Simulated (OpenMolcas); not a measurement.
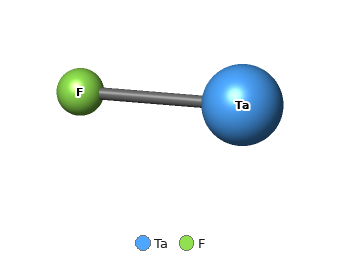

Fig. 1: The molecule at the reference distance of 1.875 Å.

# Relativistic diatomic calculation for TaF (part 1 of 2)

TaF. Computed at this level: SA-CASSCF(10,9)/XMS-CASPT2 + RASSI spin-orbit (X2C scalar, AMFI), ANO-RCC-VDZP (OpenMolcas).

## Input
```
&GATEWAY
Coord
2
angstrom
Ta 0.0 0.0 0.0
F 0.0 0.0 1.8750
Basis=ANO-RCC-VDZP
Group=XY
RX2C
AMFI
ANGMom
0.0 0.0 0.0
RICD
&SEWARD
&GUESSORB
&RASSCF
FileOrb=$CurrDir/o72.orb
Symmetry=2
Spin=7
nActEl=10 0 0
Inactive=20 16
RAS2=5 4
CIRoot=8 8 1
Linear
Iterations=120 100
OrbListing=Nothing
PRWF=0.15
>>COPY $Project.RasOrb $CurrDir/o72.orb
>>COPY $Project.rasscf.h5 $CurrDir/r72.h5
&CASPT2
XMultistate=all
Imaginary=0.2
IPEA=0.25
MaxIter=40
>>COPY $Project.JobMix JOB001
&RASSCF
FileOrb=$CurrDir/o71.orb
Symmetry=1
Spin=7
nActEl=10 0 0
Inactive=20 16
RAS2=5 4
CIRoot=7 7 1
Linear
Iterations=120 100
OrbListing=Nothing
PRWF=0.15
>>COPY $Project.RasOrb $CurrDir/o71.orb
>>COPY $Project.rasscf.h5 $CurrDir/r71.h5
&CASPT2
XMultistate=all
Imaginary=0.2
IPEA=0.25
MaxIter=40
>>COPY $Project.JobMix JOB002
&RASSI
Nr of JobIphs=2 8 7
1 2 3 4 5 6 7 8
1 2 3 4 5 6 7
SpinOrbit
EJob
Omega
MEES
MESO
Properties=4
'AngMom' 3 'Mltpl  1' 1 'Mltpl  1' 2 'Mltpl  1' 3
Thrs=1.0d-4
>>COPY $Project.rassi.h5 $CurrDir/so.h5
```

The first orbital files come from an earlier step.

Launched with:
```bash
pymolcas m.inp (one call a module block, same work directory)
```

## Log (extracts)
```
++    Wave function specifications:
      Number of closed shell electrons          72
      Number of electrons in active shells      10
      Number of inactive orbitals               36
      Number of active orbitals                  9
      Number of secondary orbitals              37
      Spin quantum number                      3.0
      State symmetry                             2
++    Orbital specifications:
      Symmetry species                           1   2
                                                 a   b
      Frozen orbitals                            0   0
      Inactive orbitals                         20  16
      Active orbitals                            5   4
      RAS2 orbitals                              5   4
      Secondary orbitals                        19  18
      Number of basis functions                 44  38
      printout of CI-coefficients larger than  0.15 for root  1
      energy=  -15700.916616
      conf/sym  11111 2222     Coeff  Weight
            78  20uuu u2uu   0.99887 0.99773
      printout of CI-coefficients larger than  0.15 for root  2
      energy=  -15700.916616
      conf/sym  11111 2222     Coeff  Weight
            77  20uuu 2uuu  -0.99887 0.99773
      printout of CI-coefficients larger than  0.15 for root  3
      energy=  -15700.882515
      conf/sym  11111 2222     Coeff  Weight
            57  2uu0u 2uuu   0.69217 0.47910
            70  2u0uu u2uu   0.69217 0.47910
           137  uuuuu 22u0   0.19727 0.03891
      printout of CI-coefficients larger than  0.15 for root  4
      energy=  -15700.882515
      conf/sym  11111 2222     Coeff  Weight
            58  2uu0u u2uu   0.69217 0.47910
            69  2u0uu 2uuu  -0.69217 0.47910
           140  uuuuu 220u  -0.19727 0.03891
      printout of CI-coefficients larger than  0.15 for root  5
      energy=  -15700.882043
      conf/sym  11111 2222     Coeff  Weight
            57  2uu0u 2uuu  -0.70708 0.49996
            70  2u0uu u2uu   0.70708 0.49996
      printout of CI-coefficients larger than  0.15 for root  6
      energy=  -15700.882043
      conf/sym  11111 2222     Coeff  Weight
            58  2uu0u u2uu  -0.70708 0.49996
            69  2u0uu 2uuu  -0.70708 0.49996
      printout of CI-coefficients larger than  0.15 for root  7
      energy=  -15700.870596
      conf/sym  11111 2222     Coeff  Weight
           140  uuuuu 220u   0.97847 0.95741
      printout of CI-coefficients larger than  0.15 for root  8
      energy=  -15700.870596
      conf/sym  11111 2222     Coeff  Weight
           137  uuuuu 22u0   0.97847 0.95741
      Natural orbitals and occupation numbers for root  1
      sym 1:   1.999167   0.001527   0.999329   0.999999   0.999985
      sym 2:   1.001366   1.999283   0.999305   1.000039
      Natural orbitals and occupation numbers for root  2
      sym 1:   1.999167   0.001527   0.999329   0.999999   0.999985
      sym 2:   1.999283   1.001366   1.000039   0.999305
      Natural orbitals and occupation numbers for root  3
      sym 1:   1.960871   1.000014   0.520547   0.518587   1.000003
      sym 2:   1.520503   1.518534   1.000005   0.960937
      Natural orbitals and occupation numbers for root  4
      sym 1:   1.960871   1.000014   0.520547   0.518587   1.000003
      sym 2:   1.518534   1.520503   0.960937   1.000005
      Natural orbitals and occupation numbers for root  5
      sym 1:   1.999957   1.000015   0.500027   0.500027   1.000000
      sym 2:   1.499985   1.499985   1.000002   1.000002
      Natural orbitals and occupation numbers for root  6
      sym 1:   1.999957   1.000015   0.500027   0.500027   1.000000
      sym 2:   1.499985   1.499985   1.000002   1.000002
      Natural orbitals and occupation numbers for root  7
      sym 1:   1.040134   1.000000   0.980357   0.979513   0.999996
      sym 2:   1.979230   1.980274   0.040427   1.000068
      Natural orbitals and occupation numbers for root  8
      sym 1:   1.040134   1.000000   0.980357   0.979513   0.999996
      sym 2:   1.980274   1.979230   1.000068   0.040427
      RASSCF energy for state  8                 -15700.87059590
::    RASSCF root number  1 Total energy: -15700.91661569
::    RASSCF root number  2 Total energy: -15700.91661569
::    RASSCF root number  3 Total energy: -15700.88251508
::    RASSCF root number  4 Total energy: -15700.88251508
::    RASSCF root number  5 Total energy: -15700.88204321
::    RASSCF root number  6 Total energy: -15700.88204321
::    RASSCF root number  7 Total energy: -15700.87059590
::    RASSCF root number  8 Total energy: -15700.87059590
      Von Neumann Entropy (Root   1) =  3.00902
++    Wave function specifications:
      Number of closed shell electrons          10
      Number of electrons in active shells      10
      Number of inactive orbitals                5
      Number of active orbitals                  9
      Number of secondary orbitals              37
      Spin quantum number                      3.0
      State symmetry                             2
      Number of CSFs                           160
      Number of CASSCF root(s) available         8
      CASPT2 state passed to geometry opt.       8
      A file JOBMIX will be created
      This is a MULTI-STATE CASSCF reference
      Number of CI roots used                    8
      These are:                                 1   2   3   4   5   6   7   8
      Off-diagonal elements of Heff are computed
  FINAL CASPT2 RESULT:
      Reference energy:      -15700.9166156926
      E2 (Non-variational):      -0.3947590740
      Shift correction:          -0.0012862127
      E2 (Variational):          -0.3960452868
      Total energy:          -15701.3126609793
      Reference weight:           0.93945
  FINAL CASPT2 RESULT:
      Reference energy:      -15700.9166156924
      E2 (Non-variational):      -0.3947590733
      Shift correction:          -0.0012862112
      E2 (Variational):          -0.3960452845
      Total energy:          -15701.3126609769
      Reference weight:           0.93945
  FINAL CASPT2 RESULT:
      Reference energy:      -15700.8825150827
      E2 (Non-variational):      -0.3868584868
      Shift correction:          -0.0008253745
      E2 (Variational):          -0.3876838613
      Total energy:          -15701.2701989440
      Reference weight:           0.94385
  FINAL CASPT2 RESULT:
      Reference energy:      -15700.8825150827
      E2 (Non-variational):      -0.3868584869
      Shift correction:          -0.0008253745
      E2 (Variational):          -0.3876838613
      Total energy:          -15701.2701989440
      Reference weight:           0.94385
  FINAL CASPT2 RESULT:
      Reference energy:      -15700.8820432117
      E2 (Non-variational):      -0.3867742649
      Shift correction:          -0.0008125445
      E2 (Variational):          -0.3875868094
      Total energy:          -15701.2696300212
      Reference weight:           0.94396
  FINAL CASPT2 RESULT:
      Reference energy:      -15700.8820432117
      E2 (Non-variational):      -0.3867742643
      Shift correction:          -0.0008125445
      E2 (Variational):          -0.3875868088
      Total energy:          -15701.2696300205
      Reference weight:           0.94396
  FINAL CASPT2 RESULT:
      Reference energy:      -15700.8705959075
      E2 (Non-variational):      -0.3911551057
      Shift correction:          -0.0013139173
      E2 (Variational):          -0.3924690230
      Total energy:          -15701.2630649305
      Reference weight:           0.93781
  FINAL CASPT2 RESULT:
      Reference energy:      -15700.8705959075
      E2 (Non-variational):      -0.3911551060
      Shift correction:          -0.0013139173
      E2 (Variational):          -0.3924690233
      Total energy:          -15701.2630649308
      Reference weight:           0.93781
       Total XMS-CASPT2 energies:
::    XMS-CASPT2 Root  1     Total energy: -15701.31268537
::    XMS-CASPT2 Root  2     Total energy: -15701.31268537
::    XMS-CASPT2 Root  3     Total energy: -15701.27047705
::    XMS-CASPT2 Root  4     Total energy: -15701.27047705
::    XMS-CASPT2 Root  5     Total energy: -15701.26962953
::    XMS-CASPT2 Root  6     Total energy: -15701.26962953
::    XMS-CASPT2 Root  7     Total energy: -15701.26276293
::    XMS-CASPT2 Root  8     Total energy: -15701.26276293
++    Wave function specifications:
      Number of closed shell electrons          72
      Number of electrons in active shells      10
      Number of inactive orbitals               36
      Number of active orbitals                  9
      Number of secondary orbitals              37
      Spin quantum number                      3.0
      State symmetry                             1
      printout of CI-coefficients larger than  0.15 for root  1
      energy=  -15700.896502
      conf/sym  11111 2222     Coeff  Weight
            46  2uuuu 2uu0   0.70656 0.49922
            50  2uuuu u20u   0.70656 0.49922
      printout of CI-coefficients larger than  0.15 for root  2
      energy=  -15700.895962
      conf/sym  11111 2222     Coeff  Weight
           144  u0uuu 22uu   0.99229 0.98463
      printout of CI-coefficients larger than  0.15 for root  3
      energy=  -15700.890679
      conf/sym  11111 2222     Coeff  Weight
            47  2uuuu u2u0   0.70377 0.49530
            49  2uuuu 2u0u   0.70377 0.49530
      printout of CI-coefficients larger than  0.15 for root  4
      energy=  -15700.890679
      conf/sym  11111 2222     Coeff  Weight
            46  2uuuu 2uu0   0.70377 0.49530
            50  2uuuu u20u  -0.70377 0.49530
      printout of CI-coefficients larger than  0.15 for root  5
      energy=  -15700.884738
      conf/sym  11111 2222     Coeff  Weight
            47  2uuuu u2u0  -0.70101 0.49142
            49  2uuuu 2u0u   0.70101 0.49142
      printout of CI-coefficients larger than  0.15 for root  6
      energy=  -15700.865301
      conf/sym  11111 2222     Coeff  Weight
           138  uu0uu 22uu   0.99533 0.99067
      printout of CI-coefficients larger than  0.15 for root  7
      energy=  -15700.865301
      conf/sym  11111 2222     Coeff  Weight
           132  uuu0u 22uu   0.99533 0.99067
      Natural orbitals and occupation numbers for root  1
      sym 1:   1.999918   1.000031   0.999989   0.999989   0.999995
      sym 2:   1.499860   1.499860   0.500178   0.500178
      Natural orbitals and occupation numbers for root  2
      sym 1:   1.015238   0.015325   0.999999   0.999999   1.000000
      sym 2:   1.992296   1.992296   0.992424   0.992424
      Natural orbitals and occupation numbers for root  3
      sym 1:   1.990674   1.000026   0.990739   0.999984   0.999997
      sym 2:   1.504561   1.504561   0.504729   0.504729
      Natural orbitals and occupation numbers for root  4
      sym 1:   1.990674   1.000026   0.999984   0.990739   0.999997
      sym 2:   1.504561   1.504560   0.504729   0.504729
      Natural orbitals and occupation numbers for root  5
      sym 1:   1.984227   0.984426   0.999988   0.999988   0.999994
      sym 2:   1.507753   1.507753   0.507936   0.507936
      Natural orbitals and occupation numbers for root  6
      sym 1:   1.009261   1.000000   0.009296   1.000003   0.999994
      sym 2:   1.995326   1.995326   0.995398   0.995398
      Natural orbitals and occupation numbers for root  7
      sym 1:   1.009261   1.000000   1.000003   0.009296   0.999994
      sym 2:   1.995326   1.995326   0.995398   0.995398
      RASSCF energy for state  7                 -15700.86530054
::    RASSCF root number  1 Total energy: -15700.89650151
::    RASSCF root number  2 Total energy: -15700.89596226
::    RASSCF root number  3 Total energy: -15700.89067902
::    RASSCF root number  4 Total energy: -15700.89067902
::    RASSCF root number  5 Total energy: -15700.88473817
::    RASSCF root number  6 Total energy: -15700.86530054
::    RASSCF root number  7 Total energy: -15700.86530054
      Von Neumann Entropy (Root   1) =  3.62286
++    Wave function specifications:
      Number of closed shell electrons          10
      Number of electrons in active shells      10
      Number of inactive orbitals                5
      Number of active orbitals                  9
      Number of secondary orbitals              37
      Spin quantum number                      3.0
      State symmetry                             1
      Number of CSFs                           155
      Number of CASSCF root(s) available         7
      CASPT2 state passed to geometry opt.       7
      A file JOBMIX will be created
      This is a MULTI-STATE CASSCF reference
      Number of CI roots used                    7
      These are:                                 1   2   3   4   5   6   7
      Off-diagonal elements of Heff are computed
  FINAL CASPT2 RESULT:
      Reference energy:      -15700.8965015091
      E2 (Non-variational):      -0.3898124589
      Shift correction:          -0.0010554326
      E2 (Variational):          -0.3908678915
      Total energy:          -15701.2873694006
      Reference weight:           0.94096
  FINAL CASPT2 RESULT:
      Reference energy:      -15700.8959622606
      E2 (Non-variational):      -0.3931101818
      Shift correction:          -0.0014756606
      E2 (Variational):          -0.3945858424
      Total energy:          -15701.2905481030
      Reference weight:           0.93974
  FINAL CASPT2 RESULT:
      Reference energy:      -15700.8906790169
      E2 (Non-variational):      -0.3885590298
      Shift correction:          -0.0009157287
      E2 (Variational):          -0.3894747586
      Total energy:          -15701.2801537754
      Reference weight:           0.94218
  FINAL CASPT2 RESULT:
      Reference energy:      -15700.8906790168
      E2 (Non-variational):      -0.3885227094
      Shift correction:          -0.0009103829
      E2 (Variational):          -0.3894330924
      Total energy:          -15701.2801121092
      Reference weight:           0.94223
  FINAL CASPT2 RESULT:
      Reference energy:      -15700.8847381758
      E2 (Non-variational):      -0.3878489532
      Shift correction:          -0.0008547235
      E2 (Variational):          -0.3887036767
      Total energy:          -15701.2734418525
      Reference weight:           0.94276
  FINAL CASPT2 RESULT:
      Reference energy:      -15700.8653005411
      E2 (Non-variational):      -0.3868652836
      Shift correction:          -0.0007820250
      E2 (Variational):          -0.3876473086
      Total energy:          -15701.2529478497
      Reference weight:           0.94355
  FINAL CASPT2 RESULT:
      Reference energy:      -15700.8653005392
      E2 (Non-variational):      -0.3868609467
      Shift correction:          -0.0007818231
      E2 (Variational):          -0.3876427699
      Total energy:          -15701.2529433090
      Reference weight:           0.94355
       Total XMS-CASPT2 energies:
::    XMS-CASPT2 Root  1     Total energy: -15701.29056393
::    XMS-CASPT2 Root  2     Total energy: -15701.28736942
::    XMS-CASPT2 Root  3     Total energy: -15701.28014154
::    XMS-CASPT2 Root  4     Total energy: -15701.28009731
::    XMS-CASPT2 Root  5     Total energy: -15701.27342601
::    XMS-CASPT2 Root  6     Total energy: -15701.25296033
::    XMS-CASPT2 Root  7     Total energy: -15701.25295787
  SPIN-FREE ENERGIES:
  (Shifted by EMIN (a.u.) =     -15701.3126853684)
 SF State       Relative EMIN(au)   Rel lowest level(eV)    D:o, cm**(-1)      Abs_M
     1             0.0000000000        0.0000000000              0.0000         1.0
     2             0.0000000024        0.0000000660              0.0005         1.0
     9             0.0221214405        0.6019550624           4855.0950         0.0
    10             0.0253159462        0.6888819890           5556.2079         0.0
    11             0.0325438317        0.8855627735           7142.5455         2.0
    12             0.0325880556        0.8867661679           7152.2515         2.0
    13             0.0392593626        1.0683016801           8616.4341         0.0
     3             0.0422083153        1.1485467706           9263.6544         1.0
     4             0.0422083153        1.1485467706           9263.6544         1.0
     5             0.0430558424        1.1716091576           9449.6651         3.0
     6             0.0430558429        1.1716091725           9449.6653         3.0
     8             0.0499224408        1.3584588180          10956.7093         1.0
     7             0.0499224408        1.3584588180          10956.7093         1.0
    14             0.0597250415        1.6252011736          13108.1315         2.0
    15             0.0597275016        1.6252681157          13108.6714         2.0
```

(Continued in part 2.) Outcome of the run: converged.
